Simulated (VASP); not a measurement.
## MgO (Periclase): structure and properties in VASP

Aim: relax MgO (Periclase) with PBEsol + D3(BJ), compute its properties on that cell and hold them against experiment. The steps: full relaxation (PBEsol + D3(BJ)), second relaxation, density, ELF and potential (PBEsol + D3(BJ)), bands along the symmetry lines (PBEsol + D3(BJ)), total and projected DOS (PBEsol + D3(BJ)), zone-centre phonons (PBEsol + D3(BJ)) and response to an electric field (PBEsol + D3(BJ)). The start is a cell from a database of measured crystal structures.

Calculated with VASP 6.6.1; PBEsol with D3(BJ); plane waves and PAW (Mg, O).

**What experiment says.**

“Disentangling orbital and spin exchange interactions for Co2+ on a rocksalt lattice” (2018, arxiv:1807.05012) reports for MgO, rocksalt, by powder X-ray diffraction (polycrystalline end member, 300 K): lattice constant a (cubic cell parameter) 4.2118 ± 0.0001 Å [room-temperature value].

For MgO, rocksalt (bulk crystal), “Electronic structure of alkaline earth and post-transition metal oxides” (2009, arxiv:0908.1581) quotes earlier work: band gap (literature experimental gap) 7.83 eV [Literature value based on experiment; other listed experimental values range from 7.7 to …].

For MgO, rocksalt (wedged single crystal slab, 295 K), “Infrared Optical Properties of Ferropericlase (Mg1-xFexO): Experiment and Theory” (2007, arxiv:0704.2267) gives, by infrared reflectance, oscillator fit: infrared mode (TO phonon at Gamma (T1u)) 396.5 cm⁻¹.

Report form: the programs' logs are mostly left out.

The database entry behind the starting cell differs from later determinations by our own check (about 0.1 % long), so it need not match the best structure at ambient conditions.

### Step 1. Set-up

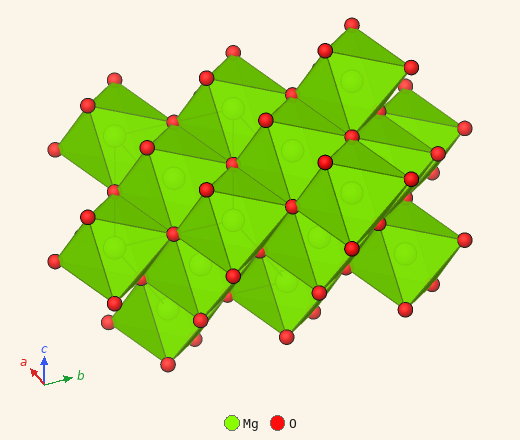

Start, viewed from a free direction; magnesium green, oxygen red. 1×2×1 cells are drawn. This picture shows the conventional cell, with its axes. Some periodic images of atoms are drawn too.

As a file:

```
Mg O
1.0
     0.00000    2.10850    2.10850
     2.10850    0.00000    2.10850
     2.10850    2.10850    0.00000
Mg O
1 1
Direct
  0.00000 0.00000 0.00000
  0.50000 0.50000 0.50000
```

### Step 2. Full relaxation (PBEsol + D3(BJ))

Properties are meant for the cell that this level of theory prefers, so cell and atoms are relaxed first (ISIF = 3) until forces and stress are small; EDIFFG sets the threshold. PBEsol restores the gradient expansion of exchange and is tuned for the cells of solids. A dispersion term adds the long-range attraction that semilocal functionals lack. D3 with Becke-Johnson damping keeps a finite attraction at short range.

Contents of INCAR:

```
SYSTEM = MgO
PREC = Accurate
ENCUT = 520
EDIFF = 1E-06
NELM = 100
ISMEAR = 0
SIGMA = 0.05
LREAL = .FALSE.
ALGO = Normal
GGA = PS
IVDW = 12
NBANDS = 10
LORBIT = 11
LWAVE = .FALSE.
LCHARG = .FALSE.
KPAR = 2
IBRION = 2
NSW = 60
ISIF = 3
EDIFFG = -0.01
```

Contents of POSCAR:

```
MgO
1.0
    0.0000000000      2.1085000000      2.1085000000
    2.1085000000      0.0000000000      2.1085000000
    2.1085000000      2.1085000000      0.0000000000
Mg O
1 1
Direct
    0.0000000000      0.0000000000      0.0000000000
    0.5000000000      0.5000000000      0.5000000000
```

Contents of KPOINTS:

```
Automatic mesh
0
Gamma
11 11 11
0 0 0
```

Potentials, in the order of the species: Mg and O (PBE family, release 64).

Run with:

```
$ mpirun -np 2 vasp_std
```

The job ended after 29 s (2 MPI ranks of AMD EPYC 7R43, shared host; peak memory 0.26 GiB).

The gap is read on the k-mesh alone, so it is an upper bound where the band edges lie off the mesh. The PAW data sets were made with PBE, which is usual practice but a small mismatch for other functionals. The run keeps the 48 symmetry operations of its start, so it cannot find a distortion of lower symmetry.

Step by step:

| step | energy less that of the first step (eV) | largest force (eV/Å) | pressure (GPa) | volume (Å³) |
| --- | --- | --- | --- | --- |
| 1 | 0.0000 | 0.0000 | -5.19 | 18.75 |
| 2 | -0.0086 | 0.0000 | 2.06 | 17.94 |
| 3 | -0.0099 | 0.0000 | 0.01 | 18.15 |

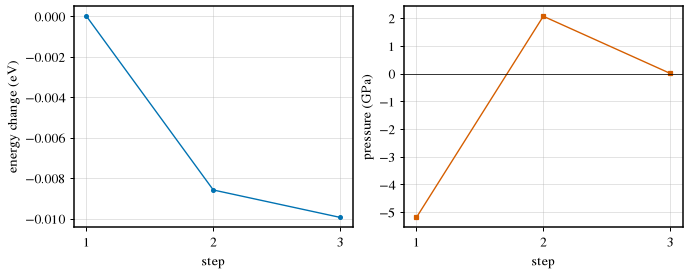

Energy and pressure along the relaxation.

| conventional cell, symmetrised | before | after | change |
| --- | --- | --- | --- |
| a (Å) | 4.217 | 4.172 | -1.1 % |
| b (Å) | 4.217 | 4.172 | -1.1 % |
| c (Å) | 4.217 | 4.172 | -1.1 % |
| volume (Å³/atom) | 9.37 | 9.07 | -3.2 % |

The relaxed structure:

```cif
data_structure
_symmetry_space_group_name_H-M 'P 1'
_symmetry_Int_Tables_number 1
_cell_length_a 2.9498
_cell_length_b 2.9498
_cell_length_c 2.9498
_cell_angle_alpha 60.000
_cell_angle_beta 60.000
_cell_angle_gamma 60.000
_cell_volume 18.15
loop_
_atom_site_label
_atom_site_type_symbol
_atom_site_fract_x
_atom_site_fract_y
_atom_site_fract_z
_atom_site_occupancy
Mg1 Mg 0.00000 0.00000 0.00000 1
O2 O 0.50000 0.50000 0.50000 1
```

This step gave:

| Item | Value |
| --- | --- |
| electrons | 8 |
| bands | 10 |
| irreducible k-points | 56 |
| symmetry operations | 48 |
| free energy (TOTEN) | -13.02 eV |
| Fermi energy | 3.582 eV |
| pressure | 0.005478 GPa |
| metallic | no |
| valence top at k | 0, 0, 0 |
| conduction bottom at k | 0, 0, 0 |
| least direct gap at k | 0, 0, 0 |
| SCF cycles over all ionic steps | 24 |
| gap on the k-mesh | 4.919 eV |
| least direct gap on the k-mesh | 4.919 eV |

It ends with forces that vanish by symmetry and a pressure of 0.01 GPa. The volume lies -3.2 % from that of the database's start, which holds the thermal and zero-point expansion of its experiment.

### Step 3. Second relaxation

A relaxation keeps the plane waves of the cell it began with, so it is repeated from the new cell, on a basis made for it.

INCAR is that of step 2.

Contents of POSCAR:

```
MgO
1.0
    0.0000000000      2.0858163861      2.0858163861
    2.0858163861      0.0000000000      2.0858163861
    2.0858163861      2.0858163861      0.0000000000
Mg O
1 1
Direct
    0.0000000000      0.0000000000      0.0000000000
    0.5000000000      0.5000000000      0.5000000000
```

KPOINTS is that of step 2.

Run with:

```
$ mpirun -np 2 vasp_std
```

It took 11 s on 2 MPI ranks; peak memory 0.24 GiB; 20 s of CPU time.

Little changed from the start: no atom moved by 0.005 Å and no cell edge by 0.1 %.

This step gave:

| Quantity | Value |
| --- | --- |
| Fermi energy | 3.583 eV |
| pressure | 0.006551 GPa |
| SCF cycles over all ionic steps | 12 |

It ends with forces that vanish by symmetry and a pressure of 0.01 GPa. The volume moved by under 0.01 %: the run met its threshold at the first step.

### Step 4. Density, ELF and potential (PBEsol + D3(BJ))

The relaxed cell gets a fresh self-consistent run, on a basis set for its own volume, to fix the density and to check the remaining stress.

Edit INCAR of step 3 so:

```diff
@@ -14,7 +14,5 @@
 LWAVE = .FALSE.
-LCHARG = .FALSE.
-KPAR = 2
-IBRION = 2
-NSW = 60
-ISIF = 3
-EDIFFG = -0.01
+LCHARG = .TRUE.
+ISIF = 2
+LELF = .TRUE.
+LVHAR = .TRUE.
```

POSCAR is that of step 3.

KPOINTS is that of step 3.

Run with:

```
$ mpirun -np 2 vasp_std
```

Elapsed: 17 s, on 2 MPI ranks; peak memory 0.21 GiB; 32 s of CPU time.

This step gave:

```
SCF cycles : 12
```

Valence electrons inside each PAW sphere by angular momentum. Sphere charges, by row:

| atom | s (e) | p (e) | d (e) | tot (e) |
| --- | --- | --- | --- | --- |
| Mg1 | 0.154 | 0.191 | 0.086 | 0.431 |
| O2 | 1.538 | 3.558 | 0 | 5.096 |

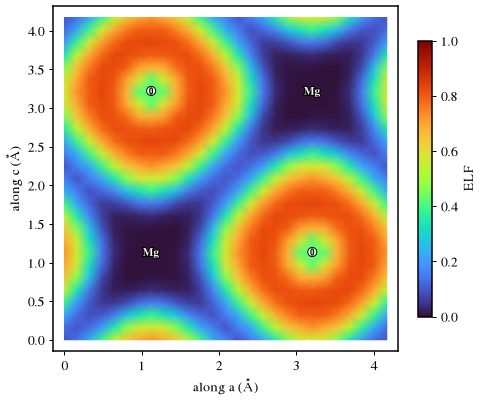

ELF in the ac plane of the conventional cell at fractional y = 0.000, with atoms of Mg and O within 0.2 Å of it. It is the smooth field of the valence electrons, not physical close to the nuclei. The map starts off the cell's origin, so that atoms lie inside it.

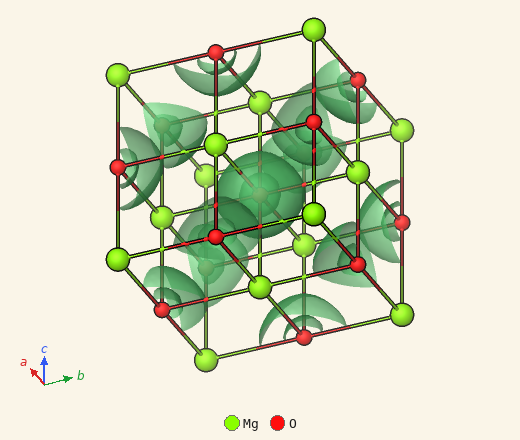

Surface of ELF = 0.75.

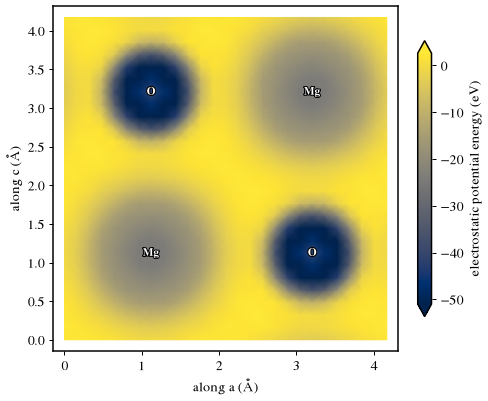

Electrostatic potential energy in the ac plane of the conventional cell at fractional y = 0.000, with atoms of Mg and O within 0.2 Å of it. With pseudopotentials it is smooth inside the atoms' cores, unlike the true potential. The map starts off the cell's origin, so that atoms lie inside it.

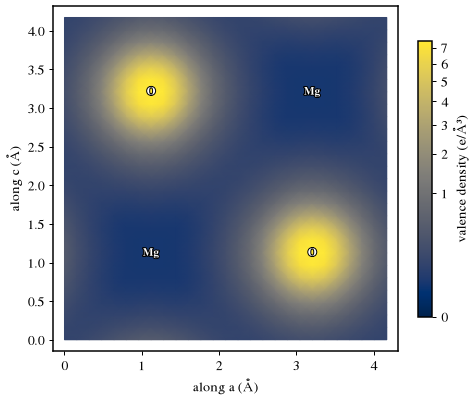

Valence density in the ac plane of the conventional cell at fractional y = 0.000, with atoms of Mg and O within 0.2 Å of it. It is the smooth field of the valence electrons, not physical close to the nuclei. The map starts off the cell's origin, so that atoms lie inside it. The colour scale is stretched toward low values.

In this run the pressure is 0.01 GPa, small enough to go on.

### Step 5. Bands along the symmetry lines (PBEsol + D3(BJ))

Levels along the symmetry lines show where the bands peak and cross; KPOINTS_OPT computes them in the converged potential.

Contents of INCAR:

```
SYSTEM = MgO
PREC = Accurate
ENCUT = 520
EDIFF = 1E-06
NELM = 100
ISMEAR = 0
SIGMA = 0.05
LREAL = .FALSE.
ALGO = Normal
GGA = PS
IVDW = 12
NBANDS = 16
LORBIT = 11
LWAVE = .FALSE.
LCHARG = .FALSE.
KPAR = 2
```

POSCAR is that of step 4.

KPOINTS is that of step 4.

Contents of KPOINTS_OPT:

```
Line mode
16
Line-mode
Reciprocal
  0.00000000   0.00000000   0.00000000 GAMMA
  0.50000000   0.00000000   0.50000000 X

  0.50000000   0.00000000   0.50000000 X
  0.50000000   0.25000000   0.75000000 W

  0.50000000   0.25000000   0.75000000 W
  0.37500000   0.37500000   0.75000000 K

  0.37500000   0.37500000   0.75000000 K
  0.00000000   0.00000000   0.00000000 GAMMA

  0.00000000   0.00000000   0.00000000 GAMMA
  0.50000000   0.50000000   0.50000000 L

  0.50000000   0.50000000   0.50000000 L
  0.62500000   0.25000000   0.62500000 U

  0.62500000   0.25000000   0.62500000 U
  0.50000000   0.25000000   0.75000000 W

  0.50000000   0.25000000   0.75000000 W
  0.50000000   0.50000000   0.50000000 L

  0.50000000   0.50000000   0.50000000 L
  0.37500000   0.37500000   0.75000000 K

  0.62500000   0.25000000   0.62500000 U
  0.50000000   0.00000000   0.50000000 X
```

Run with:

```
$ mpirun -np 2 vasp_std
```

Wall time 50 s (2 MPI ranks); peak memory 0.27 GiB.

This step gave:

```
bands                             : 16
Fermi energy                      : 3.621 eV
pressure                          : 0.004124 GPa
least gap on mesh and path        : 4.919 eV
least direct gap on mesh and path : 4.919 eV
```

The electronic bands at the labelled points (eV, zero at the valence-band top; v1 is the highest filled band, c1 the lowest empty one):

| point | v3 | v2 | v1 | c1 | c2 |
| --- | --- | --- | --- | --- | --- |
| Γ | 0.00 | 0.00 | 0.00 | 4.92 | 15.79 |
| X | -4.27 | -1.41 | -1.41 | 8.95 | 10.19 |
| W | -3.10 | -3.10 | -1.85 | 11.69 | 11.69 |
| K | -3.66 | -2.83 | -1.20 | 10.06 | 12.02 |
| Γ | 0.00 | 0.00 | 0.00 | 4.92 | 15.79 |
| L | -4.81 | -0.70 | -0.70 | 7.93 | 12.83 |
| U | -3.66 | -2.83 | -1.20 | 10.06 | 12.02 |
| W | -3.10 | -3.10 | -1.85 | 11.69 | 11.69 |
| L | -4.81 | -0.70 | -0.70 | 7.93 | 12.83 |
| K | -3.66 | -2.83 | -1.20 | 10.06 | 12.02 |
| jump to U | -3.66 | -2.83 | -1.20 | 10.06 | 12.02 |
| X | -4.27 | -1.41 | -1.41 | 8.95 | 10.19 |

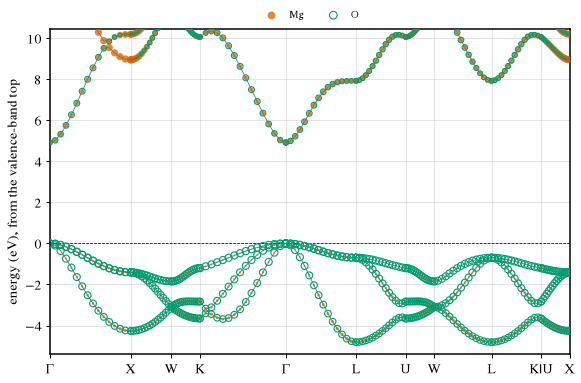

Electronic bands along the path; dots are coloured as in the legend, and their area grows with the weight.

The path finds the gap of the mesh within 0.02 eV, so the mesh comes close to both band edges.

### Step 6. Total and projected DOS (PBEsol + D3(BJ))

Here the states are counted by energy and projected on the atoms. The mesh is finer than in the run before.

Edit INCAR of step 5 so:

```diff
@@ -5,3 +5,3 @@
 NELM = 100
-ISMEAR = 0
+ISMEAR = -5
 SIGMA = 0.05
@@ -16 +16,2 @@
 KPAR = 2
+NEDOS = 2001
```

POSCAR is that of step 5.

Contents of KPOINTS:

```
Automatic mesh
0
Gamma
16 16 16
0 0 0
```

Run with:

```
$ mpirun -np 2 vasp_std
```

Elapsed: 38 s, on 2 MPI ranks; peak memory 0.3 GiB.

This step gave:

| Property | Result |
| --- | --- |
| irreducible k-points | 145 |
| Fermi energy | 3.303 eV |
| pressure | 0.003974 GPa |

The density of states has structure finer than the step of the table below, so its rows give means over 2 eV, whole bins alone (the curve runs from -12.0 to 12.8 eV). Peaks (eV: height): total -3.9: 2.43, -0.7: 2.82, 9.7: 0.950, 12.2: 1.53; O p -3.9: 1.14, -0.7: 1.97, 12.2: 0.477; Mg p -3.9: 0.102, -1.4: 0.0768, 9.8: 0.0691, 11.9: 0.0592; Mg s -3.8: 0.121, 11.9: 0.102, 12.7: 0.191; O s -3.7: 0.0278, 8.1: 0.0566.

States under -12.0 eV and over 12.8 eV are left out. Table of density of states by energy, zero at the valence-band top; means over each step; values in states/eV/cell:

| energy (eV) | total | O p | Mg p | Mg s | O s |
| --- | --- | --- | --- | --- | --- |
| -6 | 0 | 0 | 0 | 0 | 0 |
| -4 | 0.869 | 0.408 | 0.0278 | 0.0495 | 0.0104 |
| -2 | 1.33 | 0.815 | 0.0449 | 0.0164 | 0.00672 |
| 0 | 0.792 | 0.556 | 0.0111 | 8.0e-4 | 5.1e-4 |
| 2 | 0 | 0 | 0 | 0 | 0 |
| 4 | 5.5e-5 | 0 | 0 | 1.2e-5 | 1.5e-5 |
| 6 | 0.0497 | 0.00696 | 0.00132 | 0.00904 | 0.0101 |
| 8 | 0.315 | 0.0468 | 0.0309 | 0.0270 | 0.0409 |
| 10 | 0.749 | 0.106 | 0.0515 | 0.0531 | 0.0380 |

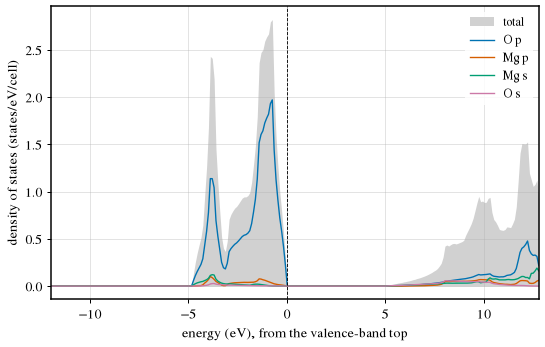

Density of states, plotted against energy.

The gap on this mesh is 4.92 eV. In the top eV of the valence band the largest shares in the PAW spheres are O p 70 %; in the lowest eV of the conduction band, O s 23 %, Mg s 21 % and O p 9 %. The rest lies in smaller channels or between the spheres.

### Step 7. Zone-centre phonons (PBEsol + D3(BJ))

Zone-centre modes test whether the atoms sit at a minimum within this cell. IBRION = 6 takes the force constants from differences of forces between displaced cells, so the forces must be tight.

Contents of INCAR:

```
SYSTEM = MgO
PREC = Accurate
ENCUT = 520
EDIFF = 1E-08
NELM = 100
ISMEAR = 0
SIGMA = 0.05
LREAL = .FALSE.
ALGO = Normal
GGA = PS
IVDW = 12
NBANDS = 10
LORBIT = 11
LWAVE = .FALSE.
LCHARG = .FALSE.
KPAR = 2
IBRION = 6
NFREE = 2
POTIM = 0.015
ISIF = 2
NSW = 1
```

POSCAR is that of step 6.

Contents of KPOINTS:

```
Automatic mesh
0
Gamma
11 11 11
0 0 0
```

Run with:

```
$ mpirun -np 2 vasp_std
```

The job ended after 73 s (2 MPI ranks; peak memory 0.3 GiB).

The last energy, forces, stress and levels in OUTCAR belong to the last displaced cell, not to the cell of POSCAR.

This step gave:

* bands: 10
* irreducible k-points: 56
* pressure of the cell: 0.01174 GPa
* largest force of the cell: 0 eV/Å

Transverse limit, no LO-TO splitting. Modes at Γ, with each element's share of the kinetic energy:

| mode | frequency (cm⁻¹) | symmetry | Mg % | O % |
| --- | --- | --- | --- | --- |
| 1 | 0.0 | acoustic | 60 | 40 |
| 2 | 0.0 | acoustic | 60 | 40 |
| 3 | 0.0 | acoustic | 60 | 40 |
| 4 | 418.7 | T1u | 40 | 60 |
| 5 | 418.7 | T1u | 40 | 60 |
| 6 | 418.7 | T1u | 40 | 60 |

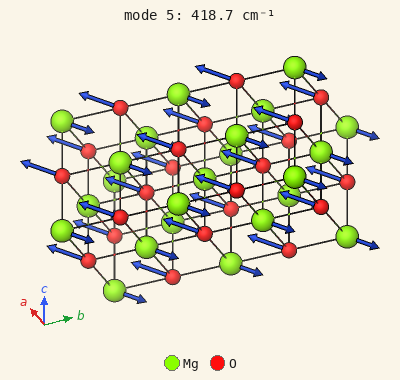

Displacement patterns of mode 5 at Γ; arrows are exaggerated. 1×2×1 conventional cells are drawn. Some periodic images of atoms are drawn too.

The three acoustic modes come out at zero, and all others are real. By the characters of their eigenvectors the optical modes sort into (cm⁻¹) infrared active: T1u 419.

### Step 8. Response to an electric field (PBEsol + D3(BJ))

The response to a static field gives the electronic dielectric tensor and the Born charges. It needs tightly converged orbitals, hence the small EDIFF.

Edit INCAR of step 7 so:

```diff
@@ -6,3 +6,3 @@
 ISMEAR = 0
-SIGMA = 0.05
+SIGMA = 0.01
 LREAL = .FALSE.
@@ -16,6 +16,2 @@
 KPAR = 2
-IBRION = 6
-NFREE = 2
-POTIM = 0.015
-ISIF = 2
-NSW = 1
+LEPSILON = .TRUE.
```

POSCAR is that of step 7.

Contents of KPOINTS:

```
Automatic mesh
0
Gamma
14 14 14
0 0 0
```

Run with:

```
$ mpirun -np 2 vasp_std
```

The job ended after 4.4 min (2 MPI ranks; peak memory 0.47 GiB).

Energies printed during the response cycles are not total energies of the cell.

Numbers from this step:

```
irreducible k-points : 104
Fermi energy         : 3.429 eV
pressure             : 0.01232 GPa
```

Electronic dielectric tensor with local fields:

```
3.13 0.00 0.00
0.00 3.13 0.00
0.00 0.00 3.13
```

Born effective charge (e), principal values of the symmetric part by kind of site:

| atom | atoms with these values | low | middle | high | mean |
| --- | --- | --- | --- | --- | --- |
| Mg1 | 1 | 1.95 | 1.95 | 1.95 | 1.95 |
| O2 | 1 | -1.95 | -1.95 | -1.95 | -1.95 |

In full for O2:

```
-1.95  0.00  0.00
 0.00 -1.95  0.00
 0.00  0.00 -1.95
```

The Born charges sum to zero; the printed set may have that rule imposed, so this is no test. Born charges and mode vectors give each infrared mode its dipole; summed over the modes, dipole squared over frequency squared adds 6.12 to the electronic 3.13, for a mean static constant of 9.25. With one infrared mode the Lyddane-Sachs-Teller relation, LO/TO = (ε0/ε∞)^½, puts the longitudinal line at 720 cm⁻¹. The mean Born charge of O, -1.95 e, lies near its nominal -2, though a dynamic charge doesn't by itself measure how ionic a bond is.

### Step 9. Outcome

```json
{
  "relaxed volume": "9.075 Å³/atom",
  "relaxed conventional cell a, b, c": "4.172, 4.172, 4.172 Å",
  "space group after relaxing, within 0.02 Å": "Fm-3m (No. 225)",
  "band gap": "4.92 eV, direct",
  "gap on the dense mesh": "4.92 eV",
  "highest zone-centre mode": "419 cm⁻¹",
  "static dielectric constant from modes and Born charges, mean": "9.25",
  "LO mode by the Lyddane-Sachs-Teller relation": "720 cm⁻¹",
  "electronic dielectric constant, mean": "3.13"
}
```

**Reading.** With PBEsol + D3(BJ), MgO (Periclase) relaxes to 9.075 Å³/atom in space group Fm-3m (held by the symmetry of the run) and has a direct gap of 4.92 eV. Against the listed cell the volume lies -3.2 %. Bands along the symmetry lines (PBEsol + D3(BJ)): The path shows a direct gap of 4.92 eV (valence top at Γ, conduction bottom at Γ). Zone-centre phonons (PBEsol + D3(BJ)): The highest mode at Γ, 418.7 cm⁻¹, has its largest share on O (60 % of the kinetic energy). Response to an electric field (PBEsol + D3(BJ)): The electronic dielectric tensor with local fields is isotropic, 3.13. Response to an electric field (PBEsol + D3(BJ)): Mean Born effective charge: Mg1 1.95, O2 -1.95 e. The gaps belong to a cell whose volume lies -3.2 % from the listed one, and gaps move with volume, which bears on their distance from experiment. Semilocal functionals usually underestimate gaps. Modes at Γ alone can't show that the crystal is stable at other wave vectors, and the LO-TO splitting is not included. No search among competing phases was made, and a listed structure need not be the one stable at ambient conditions. All values are for a static lattice at zero temperature.

Computed beside measured:

```
                                      quantity  measured  PBEsol with D3(BJ)
                        lattice constant a (Å)    4.2118      4.172 (-1.0 %)
                     band gap (least gap) (eV)      7.83     4.92 (-2.91 eV)
infrared mode, TO phonon at Gamma (T1u) (cm⁻¹)     396.5        419 (+5.6 %)
```

Measured values from arxiv:1807.05012 (2018), arxiv:0908.1581 (2009) and arxiv:0704.2267 (2007).

How well it matches: The lattice constant a is off by -1.0 %: fair agreement. The band gap is off by -2.91 eV: a clear miss. Local and semilocal functionals usually give gaps below the measured ones. Zero-point and thermal motion shift the measured gap. The infrared mode is off by +5.6 %: fair agreement. The grades are ours: good and fair within 0.7 and 1.5 % for the lattice constant a and 3 and 7 % for the infrared mode. Zero-point motion and thermal expansion (measured at up to 300 K) are not in the computed lattice constants and infrared mode.

[Lines on the potential files, build, host, timing and source positions are cut from VASP's logs without a mark.]

[Logs are printed without paths, hosts, clocks, repeated set-up lines and the standing remarks that a program may print on its own settings, such as how far it seeks lower states.]

[Hosts, paths, dates, database ids (printed as entryN), source tags and the programs' standing remarks are cut or masked in the printed files.]

[Measured values are set beside computed ones only where the two were judged alike; some that the calculation misses by far are left out.]
